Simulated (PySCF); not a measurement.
Molecule (SMILES): C=[SiH2] (CH2-SiH2).
Geometry (B3LYP-D3(BJ)/def2-TZVP, fixed):
```xyz
6

C     -1.1498    -0.0548    -0.0450
Si     0.5479     0.0261     0.0215
H     -1.7685     0.8316    -0.0996
H     -1.6839    -0.9961    -0.0356
H      1.3979    -1.1745     0.0958
H      1.2833     1.3023     0.0091
```

Basis-set convergence of the isotropic shielding of H3 at PBE0 with PySCF. GIAO, no density fitting; atoms are numbered in the order shown. All functions are spherical. No added dispersion term, no relativity. Reference: the value in pcseg-3, 25.64 ppm, itself unsure by roughly 0.08 ppm (its distance from pcSseg-2). Deviations are taken from unrounded values. Cost is core time over that of def2-SVP, rough, on shared machines of one kind; a dash marks a row that isn't timed (too short, read off another run, short of memory, by another algorithm or on other hardware).

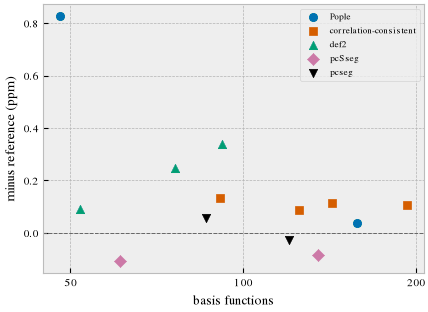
Figure: Deviation from the reference against the number of basis functions, by family of sets.

```tsv
basis	functions	isotropic shielding of H3 (ppm)	minus reference (ppm)	cost
6-31+G*	48	26.47	0.83	-
def2-SVP	52	25.74	0.09	1×
pcSseg-1	61	25.54	-0.11	1×
def2-SVPD	76	25.89	0.25	2×
aug-pcseg-1	86	25.70	0.06	2×
aug-cc-pV(D+d)Z	91	25.78	0.13	2×
def2-TZVP	92	25.98	0.34	3×
pcseg-2	120	25.62	-0.03	4×
cc-pV(T+d)Z	125	25.73	0.09	5×
pcSseg-2	135	25.56	-0.08	6×
jun-cc-pV(T+d)Z	143	25.76	0.11	6×
6-311++G(3df,3pd)	158	25.68	0.04	8×
aug-cc-pV(T+d)Z	193	25.75	0.11	20×
```
